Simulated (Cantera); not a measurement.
Charge: 1 mol Fe₂O₃, 11 mol CO, 0.58 mol C, equilibrated at 2325 K.

Method: chemical equilibrium by Gibbs-energy minimisation in Cantera with the NASA 1993 tables (ideal gas, pure condensed phases). Candidate condensed phases: C, Fe, Fe(CO)₅, FeO, Fe₂O₃, Fe₃O₄; 15 gas species. Each liquid is taken as pure. Mutual solubility and eutectic melting of coexisting phases are not modelled. The tables' stoichiometric FeO is somewhat more stable than real wüstite, so its field is too wide. FeO: taken at fixed stoichiometry. Kinetics and transport are ignored.

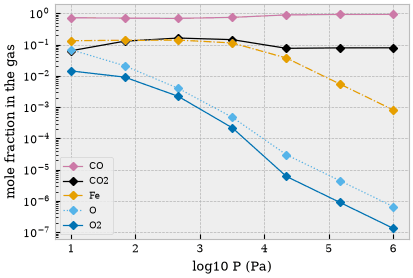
Fig. 1. Equilibrium gas composition (values under 1e-9 drawn at 1e-9)

From 10.0 Pa to 460 Pa nothing is condensed. At 3200 Pa the condensed part is FeO(l). From 22000 Pa to 1000000 Pa the condensed part is Fe(l) + FeO(l). The main Fe-bearing gas is Fe throughout.
